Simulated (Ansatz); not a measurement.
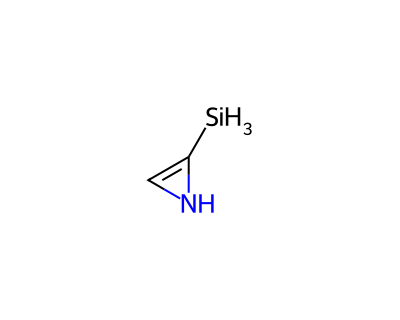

The geometry was computed by an optimisation with PBE-D4/def2-SVP. No frequency run is at hand to confirm it as a minimum. Method: RKS PBE-D4/def2-SVP (Ansatz 0.2.0).

### Give the dipole moment at this level.

1.74 D.

### Give the dispersion correction at this level.

−15.7 kJ/mol.
